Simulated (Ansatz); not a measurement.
# Which site? Ga in place of Al in glassy 43SiO2-23Al2O3-34BaO (mol %) (109 atoms)

Aim: make Ga in place of Al at several sites of glassy 43SiO2-23Al2O3-34BaO (mol %) (109 atoms), relax each, and compare their energies.

Main program and level: Ansatz 0.2.0; Kohn-Sham DFT, PBE, PAW (set soft_2), plane waves.

### Step 1. Starting point

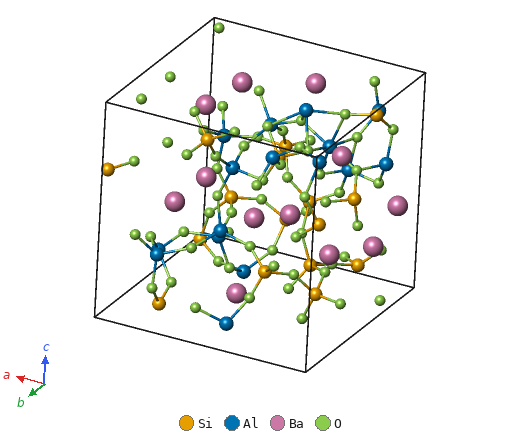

The cell as given, from a free direction (silicon orange, aluminium blue, barium pink, oxygen green). Bonds to atoms that aren't drawn are left out. Some periodic images of atoms are drawn too.

The cell holds 109 atoms: 15 Si, 16 Al, 12 Ba and 66 O. Its edges and angles: a = 11.621 Å, b = 11.621 Å, c = 11.621 Å, α = 90.0°, β = 90.0°, γ = 90.0°. 109 atoms (15 Si, 16 Al, 12 Ba, 66 O) placed at random at 3.69 g/cm³, melted at 4000 K for 10 ps at fixed volume with the Morse and Coulomb pair potential with partial charges (Pedone, Malavasi, Menziani, Cormack and Segre, J. Phys. Chem. B 110, 11780 (2006)). Quenched from 4000 K to 300 K at 50 K/ps and fixed volume, held 10 ps at zero pressure.

Limits known from the start: The quench rate of 50 K/ps is orders of magnitude faster than experiment, which tends to freeze in extra defects. The network of bonds at the start is that of the classical potential that made the cell, and needn't be the one that DFT or experiment would give. The Brillouin zone is sampled at Γ only, in a cell whose shortest periodic width is 12 Å. No spin–orbit coupling is included, so levels derived from the heavy atoms are approximate.

### Step 2. Single point at the start

A single point comes first, to see the forces before anything moves.

input.yaml

```yaml
crystal:
  lattice:
    - [11.62145, 0.0, 0.0]
    - [0.0, 11.62145, 0.0]
    - [0.0, 0.0, 11.62145]
  atoms:
    - { symbol: Si, position: [0.78288, 0.19385, 0.29656] }
    - { symbol: Si, position: [0.80207, 0.79395, 0.03293] }
    - { symbol: Si, position: [0.21759, 0.10452, 0.0902] }
    - { symbol: Si, position: [0.59002, 0.84745, 0.87033] }
    - { symbol: Si, position: [0.57255, 0.0851, 0.20437] }
    - { symbol: Si, position: [0.40856, 0.20743, 0.37557] }
    - { symbol: Si, position: [0.92188, 0.18265, 0.06225] }
    - { symbol: Si, position: [0.35328, 0.64206, 0.76818] }
    - { symbol: Si, position: [0.18366, 0.567, 0.14627] }
    - { symbol: Si, position: [0.33813, 0.74704, 0.28131] }
    - { symbol: Si, position: [0.56179, 0.15097, 0.57276] }
    - { symbol: Si, position: [0.04578, 0.52435, 0.60634] }
    - { symbol: Si, position: [0.32264, 0.34477, 0.15794] }
    - { symbol: Si, position: [0.05054, 0.34399, 0.92476] }
    - { symbol: Si, position: [0.99838, 0.95017, 0.66775] }
    - { symbol: Al, position: [0.02763, 0.27496, 0.6763] }
    - { symbol: Al, position: [0.01251, 0.94706, 0.95351] }
    - { symbol: Al, position: [0.65598, 0.29725, 0.02409] }
    - { symbol: Al, position: [0.56772, 0.63622, 0.66245] }
    - { symbol: Al, position: [0.3215, 0.46711, 0.92698] }
    - { symbol: Al, position: [0.79654, 0.84982, 0.28551] }
    - { symbol: Al, position: [0.16496, 0.08799, 0.81496] }
    - { symbol: Al, position: [0.84672, 0.16157, 0.55353] }
    - { symbol: Al, position: [0.90642, 0.61229, 0.18512] }
    - { symbol: Al, position: [0.427, 0.90764, 0.08113] }
    - { symbol: Al, position: [0.26705, 0.87543, 0.88101] }
    - { symbol: Al, position: [0.23471, 0.20641, 0.56916] }
    - { symbol: Al, position: [0.70732, 0.45076, 0.23486] }
    - { symbol: Al, position: [0.53344, 0.36114, 0.76367] }
    - { symbol: Al, position: [0.59252, 0.66982, 0.37675] }
    - { symbol: Al, position: [0.24942, 0.37107, 0.73788] }
    - { symbol: Ba, position: [0.78666, 0.13873, 0.8079] }
    - { symbol: Ba, position: [0.0528, 0.65094, 0.85383] }
    - { symbol: Ba, position: [0.07304, 0.04856, 0.38122] }
    - { symbol: Ba, position: [0.33999, 0.87456, 0.58149] }
    - { symbol: Ba, position: [0.03651, 0.75564, 0.44118] }
    - { symbol: Ba, position: [0.7805, 0.44893, 0.49155] }
    - { symbol: Ba, position: [0.35366, 0.501, 0.44659] }
    - { symbol: Ba, position: [0.52654, 0.6209, 0.08407] }
    - { symbol: Ba, position: [0.71544, 0.87263, 0.56007] }
    - { symbol: Ba, position: [0.03651, 0.33822, 0.31493] }
    - { symbol: Ba, position: [0.44236, 0.13811, 0.89104] }
    - { symbol: Ba, position: [0.76557, 0.51959, 0.85935] }
    - { symbol: O, position: [0.38942, 0.40572, 0.05616] }
    - { symbol: O, position: [0.46342, 0.11983, 0.28499] }
    - { symbol: O, position: [0.85531, 0.19512, 0.4118] }
    - { symbol: O, position: [0.51068, 0.22255, 0.47024] }
    - { symbol: O, position: [0.68305, 0.79374, 0.95622] }
    - { symbol: O, position: [0.89351, 0.72061, 0.29282] }
    - { symbol: O, position: [0.12332, 0.08053, 0.17523] }
    - { symbol: O, position: [0.46174, 0.85369, 0.94136] }
    - { symbol: O, position: [0.62175, 0.5345, 0.30918] }
    - { symbol: O, position: [0.03986, 0.4918, 0.47184] }
    - { symbol: O, position: [0.80226, 0.24339, 0.01299] }
    - { symbol: O, position: [0.58892, 0.7621, 0.76053] }
    - { symbol: O, position: [0.09868, 0.40938, 0.68124] }
    - { symbol: O, position: [0.37932, 0.32843, 0.28575] }
    - { symbol: O, position: [0.05008, 0.99373, 0.8001] }
    - { symbol: O, position: [0.84959, 0.4942, 0.23739] }
    - { symbol: O, position: [0.2735, 0.528, 0.77373] }
    - { symbol: O, position: [0.62524, 0.64869, 0.52303] }
    - { symbol: O, position: [0.43327, 0.59915, 0.8757] }
    - { symbol: O, position: [0.91198, 0.05628, 0.63247] }
    - { symbol: O, position: [0.25781, 0.6332, 0.24446] }
    - { symbol: O, position: [0.39189, 0.36222, 0.81946] }
    - { symbol: O, position: [0.21123, 0.43043, 0.18839] }
    - { symbol: O, position: [0.69976, 0.13768, 0.57653] }
    - { symbol: O, position: [0.58474, 0.17735, 0.09481] }
    - { symbol: O, position: [0.30377, 0.33948, 0.58378] }
    - { symbol: O, position: [0.53756, 0.23545, 0.68517] }
    - { symbol: O, position: [0.05013, 0.5971, 0.14736] }
    - { symbol: O, position: [0.88297, 0.28638, 0.61867] }
    - { symbol: O, position: [0.1786, 0.11659, 0.9597] }
    - { symbol: O, position: [0.23759, 0.57249, 0.02096] }
    - { symbol: O, position: [0.01846, 0.24404, 0.8271] }
    - { symbol: O, position: [0.41575, 0.65345, 0.65035] }
    - { symbol: O, position: [0.92857, 0.84422, 0.6828] }
    - { symbol: O, position: [0.10235, 0.95089, 0.58387] }
    [... 25 atom lines left out ...]
    - { symbol: O, position: [0.08669, 0.21651, 0.54956] }
    - { symbol: O, position: [0.97411, 0.44775, 0.90712] }
    - { symbol: O, position: [0.28277, 0.21972, 0.12478] }
    - { symbol: O, position: [0.25804, 0.82757, 0.36044] }
    - { symbol: O, position: [0.5094, 0.02587, 0.56546] }
    - { symbol: O, position: [0.18282, 0.37455, 0.90745] }
kpoints:
  mp_grid: { grid: [1, 1, 1] }
hamiltonian:
  xc: pbe
scf:
  occupations: { method: fermi_dirac, width: 0.025 }
output:
  forces: true
```

Started as:

```sh
ansatz run input.yaml --threads 4 --pin off --max-ram 8192MiB --backend cpu --events-out ev --progress --plain --runs-dir out
```

Numbers of over 12 decimals in the logs are rounded to 6 here.

The program printed:

```text
[...]
Pseudopotentials: kind: paw
Pseudopotential: Si, paw, valence charge 4, recommended cutoff 420 eV (normal), Si.paw.azcp
Pseudopotential: Al, paw, valence charge 3, recommended cutoff 420 eV (normal), Al.paw.azcp
Pseudopotential: Ba, paw, valence charge 10, recommended cutoff 420 eV (normal), Ba.paw.azcp
Pseudopotential: O, paw, valence charge 6, recommended cutoff 420 eV (normal), O.paw.azcp
[... 5 lines on functional and potentials left out ...]
Crystal: 109 atoms, lattice volume = 1569.571 Å³
Basis set: ecut = 420 eV, 30839 PW (Γ), exchange–correlation on 160×160×160 points (8 copies of the dense FFT grid, shifted against one another)
Bands: 421, of which v1, the nominal top of the filled ones, is band 312 counted from 1 (311 counted from 0)
Symmetry: 1 space group operations
Space group: P1 (ITA 1), of the structure as read, at distance tolerance 1.2e-4 Å
k-points: 1
[... 9 lines on functional and potentials left out ...]
Initial density: superposition of atomic densities (neutral atoms: chi_scale 0, normalization atom), corrected by the library's trained network
Initial wavefunctions: pseudopotential atomic-orbital guess
[...]
SCF iter   1: F=—  HF=-127122.058602 eV  |F-HF|=—  |Δ(HF+E_count)|=         —  Δρ=2.17e-3  dr2=1.00e-1  ethr=1.77e-3  ⟨swp⟩=6.0  Hψ=1937  notcnv=0  defer=95
preconditioner: auto → Resta (q_TF=auto, 2.340 Å⁻¹)  ε∞=3.6  [insulator: Δε(μ)=3.176 eV  Ē_g=14.294 eV  σ=0.025 eV  W_gap=1.00  n_scr=340 (ndim 8)  ℏωp=23.0 eV  f_vac=0.072  D(μ)=0.00/eV (n_scr^D=0)  ε∞_Penn≈3.6]
SCF iter   2: F=—  HF=-127122.052839 eV  |F-HF|=—  |Δ(HF+E_count)|=   5.76e-3  Δρ=1.22e-3  dr2=2.43e-2  ethr=1.60e-5  ⟨swp⟩=2.0  Hψ=795  notcnv=0  defer=103
SCF iter   3: F=—  HF=-127122.055684 eV  |F-HF|=—  |Δ(HF+E_count)|=   2.84e-3  Δρ=5.27e-4  dr2=7.07e-3  ethr=3.89e-6  ⟨swp⟩=2.0  Hψ=561  notcnv=0  defer=43
automatic band count: iteration 3 solves 361 bands in place of 421: the levels show a gap, and the empty bands left out lie too high to hold charge; the band table lists the bands solved (type scf.n_extra_bands for more)
SCF iter   4: F=—  HF=-127122.056483 eV  |F-HF|=—  |Δ(HF+E_count)|=   7.99e-4  Δρ=1.82e-4  dr2=6.02e-4  ethr=1.13e-6  ⟨swp⟩=2.0  Hψ=557  notcnv=0  defer=43
SCF iter   5: F=—  HF=-127122.056574 eV  |F-HF|=—  |Δ(HF+E_count)|=   9.16e-5  Δρ=1.23e-4  dr2=2.16e-4  ethr=9.65e-8  ⟨swp⟩=2.0  Hψ=617  notcnv=0  defer=43
[...]
SCF iter   9: F=—  HF=-127122.056422 eV  |F-HF|=—  |Δ(HF+E_count)|=   5.36e-7  Δρ=2.53e-6  dr2=1.12e-7  ethr=1.46e-10  ⟨swp⟩=2.0  Hψ=565  notcnv=0  defer=43
SCF iter  10: F=-127122.056422 eV  HF=-127122.056422 eV  |F-HF|=3.09e-9  |Δ(HF+E_count)|=   6.98e-8  Δρ=1.31e-6  dr2=2.51e-8  ethr=1.60e-11  ⟨swp⟩=4.0  Hψ=1187  notcnv=0
SCF 1 converged in 10 iterations: F = -127122.056422 eV  dr2 = 2.51e-8
[...]
SCF converged after 10 iterations
Free energy (F): -127122.056422 eV
Harris-Foulkes:  -127122.056422 eV  (|F-HF|=3.09e-9)
Internal energy: -127122.056422 eV  (E = F + TS)
E sigma→0 (E₀):  -127122.056422 eV
Fermi energy:    7.343093 eV
--- Per-component energies (eV) ---
[...]
Σ components = -127122.056422   (vs F -127122.056422, Δ=0.00e0)
--- Forces (eV/Å), atoms counted from 1 ---
  atom   1  Si    -0.22927027     1.53469866    -2.48829496
  atom   2  Si     0.12813688     3.10121723     1.24370578
  atom   3  Si     2.47033059    -1.07904637    -3.00183861
  atom   4  Si    -1.28240731     0.57693813     0.00590730
[...]
atom 109  O      2.91171468     0.25567757    -0.80710120
  max |Σ_I F_I| component: 7.30e-5 eV/Å
```

The job ended after 23 s (4 threads of Arm Neoverse V1, shared host; peak memory 2.1 GiB; 81 s of CPU time).

The r.m.s. force at the start is 1.3 eV/Å.

### Step 3. Relaxation

With the cell held, the atoms are moved downhill towards a nearby minimum.

input.yaml

```yaml
crystal:
  lattice:
    - [11.62145, 0.0, 0.0]
    - [0.0, 11.62145, 0.0]
    - [0.0, 0.0, 11.62145]
  atoms:
    [... the 109 atom lines of step 2 ...]
kpoints:
  mp_grid: { grid: [1, 1, 1] }
hamiltonian:
  xc: pbe
scf:
  occupations: { method: fermi_dirac, width: 0.025 }
output:
  forces: true
relax:
  f_tol: 0.05
  max_steps: 120
```

The program printed:

```text
[...]
Crystal: 109 atoms, lattice volume = 1569.571 Å³
Basis set: ecut = 420 eV, 30839 PW (Γ), exchange–correlation on 160×160×160 points (8 copies of the dense FFT grid, shifted against one another)
Bands: 421, of which v1, the nominal top of the filled ones, is band 312 counted from 1 (311 counted from 0)
Symmetry: 1 space group operations
[...]
k-points: 1
[...]
SCF iter   1: F=—  HF=-127122.058603 eV  |F-HF|=—  |Δ(HF+E_count)|=         —  Δρ=2.17e-3  dr2=1.00e-1  ethr=1.77e-3  ⟨swp⟩=6.0  Hψ=1937  notcnv=0  defer=95
[...]
SCF iter   5: F=—  HF=-127122.056399 eV  |F-HF|=—  |Δ(HF+E_count)|=   9.46e-5  Δρ=1.23e-4  dr2=2.18e-4  ethr=9.70e-8  ⟨swp⟩=2.0  Hψ=617  notcnv=0  defer=103
SCF iter   6: F=-127122.056414 eV  HF=-127122.056410 eV  |F-HF|=4.50e-6  |Δ(HF+E_count)|=   1.13e-5  Δρ=3.35e-5  dr2=1.99e-5  ethr=1.00e-8  ⟨swp⟩=2.0  Hψ=1294  notcnv=0
SCF 1 converged in 6 iterations: F = -127122.056414 eV  dr2 = 1.99e-5
[...]
relax step   1: F+E_penalty+E_count = -127122.05641434 eV  Δ(F+E_penalty+E_count) = +0.000e0 eV  max|allowed force component| = 5.063e0 eV/Å  Δτ_max = 0.0000 Å  (6 SCF iters, dr2 threshold 6.25e-5 eV, accepted)
[...]
relax step   2: F+E_penalty+E_count = -127127.67933598 eV  Δ(F+E_penalty+E_count) = -5.623e0 eV  max|allowed force component| = 2.633e0 eV/Å  Δτ_max = 0.1948 Å  (8 SCF iters, dr2 threshold 1.00e-4 eV, accepted)
[...]
relax step   3: F+E_penalty+E_count = -127130.63055115 eV  Δ(F+E_penalty+E_count) = -2.951e0 eV  max|allowed force component| = 1.080e0 eV/Å  Δτ_max = 0.1988 Å  (8 SCF iters, dr2 threshold 1.00e-4 eV, accepted)
relax step   4: F+E_penalty+E_count = -127131.71136167 eV  Δ(F+E_penalty+E_count) = -1.081e0 eV  max|allowed force component| = 6.063e-1 eV/Å  Δτ_max = 0.2000 Å  (6 SCF iters, dr2 threshold 1.00e-4 eV, accepted)
relax step   5: F+E_penalty+E_count = -127132.08233601 eV  Δ(F+E_penalty+E_count) = -3.710e-1 eV  max|allowed force component| = 3.730e-1 eV/Å  Δτ_max = 0.1935 Å  (6 SCF iters, dr2 threshold 6.19e-5 eV, accepted)
relax step   6: F+E_penalty+E_count = -127132.30403303 eV  Δ(F+E_penalty+E_count) = -2.217e-1 eV  max|allowed force component| = 3.302e-1 eV/Å  Δτ_max = 0.2000 Å  (6 SCF iters, dr2 threshold 4.38e-5 eV, accepted)
relax step   7: F+E_penalty+E_count = -127132.54125881 eV  Δ(F+E_penalty+E_count) = -2.372e-1 eV  max|allowed force component| = 1.557e-1 eV/Å  Δτ_max = 0.2000 Å  (7 SCF iters, dr2 threshold 4.13e-5 eV, accepted)
relax step   8: F+E_penalty+E_count = -127132.56059966 eV  Δ(F+E_penalty+E_count) = -1.934e-2 eV  max|allowed force component| = 6.407e-1 eV/Å  Δτ_max = 0.1740 Å  (8 SCF iters, dr2 threshold 5.39e-6 eV, accepted)
relax step   9: F+E_penalty+E_count = -127132.70339957 eV  Δ(F+E_penalty+E_count) = -1.428e-1 eV  max|allowed force component| = 1.471e-1 eV/Å  Δτ_max = 0.2000 Å  (6 SCF iters, dr2 threshold 9.13e-5 eV, accepted)
relax step  10: F+E_penalty+E_count = -127132.76067221 eV  Δ(F+E_penalty+E_count) = -5.727e-2 eV  max|allowed force component| = 1.345e-1 eV/Å  Δτ_max = 0.2000 Å  (10 SCF iters, accepted)
relax step  11: F+E_penalty+E_count = -127132.77148998 eV  Δ(F+E_penalty+E_count) = -1.082e-2 eV  max|allowed force component| = 1.940e-1 eV/Å  Δτ_max = 0.0924 Å  (9 SCF iters, accepted)
relax step  12: F+E_penalty+E_count = -127132.80537539 eV  Δ(F+E_penalty+E_count) = -3.389e-2 eV  max|allowed force component| = 1.017e-1 eV/Å  Δτ_max = 0.0979 Å  (6 SCF iters, dr2 threshold 3.15e-5 eV, accepted)
relax step  13: F+E_penalty+E_count = -127132.82548332 eV  Δ(F+E_penalty+E_count) = -2.011e-2 eV  max|allowed force component| = 8.192e-2 eV/Å  Δτ_max = 0.1000 Å  (7 SCF iters, dr2 threshold 2.85e-6 eV, accepted)
relax step  14: F+E_penalty+E_count = -127132.83241602 eV  Δ(F+E_penalty+E_count) = -6.933e-3 eV  max|allowed force component| = 7.873e-2 eV/Å  Δτ_max = 0.0578 Å  (9 SCF iters, accepted)
relax step  15: F+E_penalty+E_count = -127132.80684226 eV  Δ(F+E_penalty+E_count) = +2.557e-2 eV  max|allowed force component| = 1.173e-1 eV/Å  Δτ_max = 0.2000 Å  (7 SCF iters, dr2 threshold 4.02e-6 eV, rejected (line search))
relax step  16: F+E_penalty+E_count = -127132.83679563 eV  Δ(F+E_penalty+E_count) = -4.380e-3 eV  max|allowed force component| = 5.673e-2 eV/Å  Δτ_max = 0.0231 Å  (9 SCF iters, accepted)
relax step  17: F+E_penalty+E_count = -127132.82433456 eV  Δ(F+E_penalty+E_count) = +1.246e-2 eV  max|allowed force component| = 1.256e-1 eV/Å  Δτ_max = 0.1000 Å  (9 SCF iters, rejected (line search))
relax step  18: F+E_penalty+E_count = -127132.83756560 eV  Δ(F+E_penalty+E_count) = -7.700e-4 eV  max|allowed force component| = 5.896e-2 eV/Å  Δτ_max = 0.0219 Å  (9 SCF iters, accepted)
[...]
relax step  19: F+E_penalty+E_count = -127132.83918102 eV  Δ(F+E_penalty+E_count) = -1.615e-3 eV  max|allowed force component| = 1.455e-2 eV/Å  Δτ_max = 0.0184 Å  (7 SCF iters, accepted)
SCF converged after 7 iterations
Free energy (F): -127132.839181 eV
[...]
Internal energy: -127132.839181 eV  (E = F + TS)
E sigma→0 (E₀):  -127132.839181 eV
Fermi energy:    7.315331 eV
[...]
Σ components = -127132.839181   (vs F -127132.839181, Δ=0.00e0)
--- Forces (eV/Å), atoms counted from 1 ---
  atom   1  Si    -0.01163131     0.00326959    -0.00906974
  atom   2  Si     0.00811258    -0.00520022    -0.00513226
  atom   3  Si     0.01196047     0.00777974    -0.00613802
  atom   4  Si    -0.01113638     0.00433558     0.00319665
[...]
atom 109  O     -0.01221004     0.00052603    -0.00243108
  max |Σ_I F_I| component: 1.02e-4 eV/Å
--- Relaxed structure (19 steps of the walk, 17 accepted, 0 SCFs on fresh bases) ---
  F+E_penalty+E_count = -127132.83918102 eV   max|allowed force component| = 1.455e-2 eV/Å
  atoms:
    - { symbol: Si, position: [0.784648, 0.199030, 0.294331] }
    - { symbol: Si, position: [0.821066, 0.802490, 0.021427] }
    - { symbol: Si, position: [0.224033, 0.080518, 0.075011] }
    - { symbol: Si, position: [0.601198, 0.837027, 0.878792] }
[...]
- { symbol: O, position: [0.196052, 0.356503, 0.896542] }
```

Run time: 4.9 min. Hardware: 4 threads; peak memory 2.1 GiB.

The relaxation converged after 19 steps, 10.8 eV below its start, with a largest force component of 0.015 eV/Å.

(Part 1 of 3 ends here.)

[Logs are printed without paths, hosts, clocks, repeated set-up lines and the standing remarks that a program may print on its own settings, such as how far it seeks lower states.]

[Hosts, paths, dates, database ids (printed as entryN), source tags and the programs' standing remarks are cut or masked in the printed files.]
